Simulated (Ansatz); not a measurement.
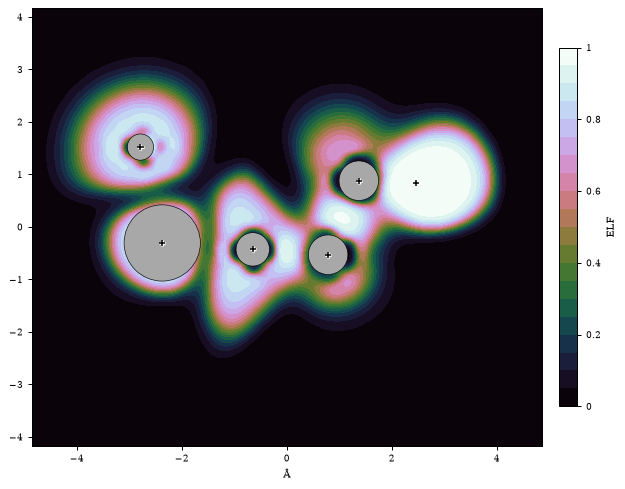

The electron localisation function on a plane through atoms (crosses mark nuclei in the plane; grey discs cover the cores).

These are results of Ansatz 0.2.0, RKS PBE0-D4/def2-TZVPP, not measurements.

Candidates:
A. C3H12ClN3Zr
B. C4H9F3NNb (SMILES CC(C)(C)[N]=[Nb]([F])([F])[F])
C. C2H6Cl2F2O2W (SMILES C[O][W]([F])([F])([Cl])([Cl])[O]C)

Which candidate gave the map?

Candidate B: C4H9F3NNb on the plane of atoms C2, C3 and H15, which holds C, N, Nb, F and H. C–N (1.44 Å): the ELF peaks at about 0.95 between the atoms; localised, covalent bonding. C–C (1.53 Å): the ELF peaks at about 0.95 between the atoms: a shared electron pair.
